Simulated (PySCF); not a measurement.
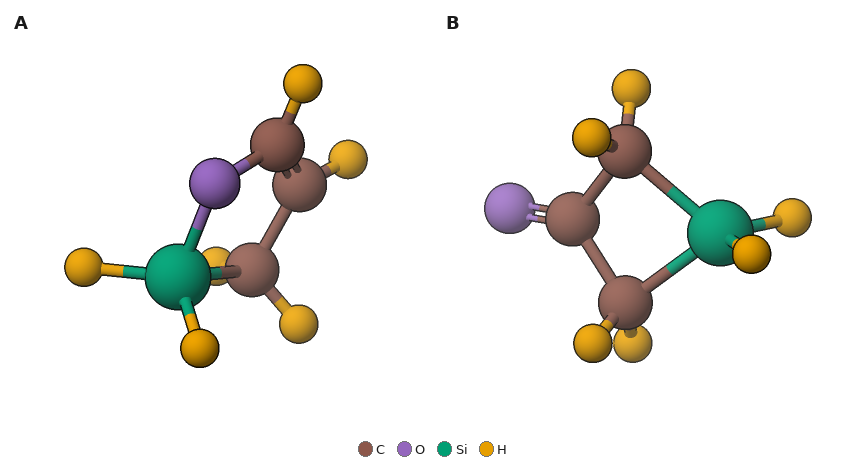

2 stationary structures of one formula. Geometries: GFN2-xTB. Electronic energies: PBE0/pcSseg-1 (PySCF 2.14.0), without zero-point energy. No frequency run is at hand to confirm each as a minimum.

Question: Are they conformers, stereoisomers or constitutional isomers?

Answer: They are constitutional isomers of C3H6OSi: A `C1=CO[SiH2]C1`, B `O=C1C[SiH2]C1`.

Question: Rank them by energy, lowest first.

Answer: A is lowest; B lies 0.749 eV above it.

The geometry is semi-empirical. Around Si such bond lengths and angles can be off by a tenth of an ångström or more and by several degrees, and values that hang on the shape move with them.
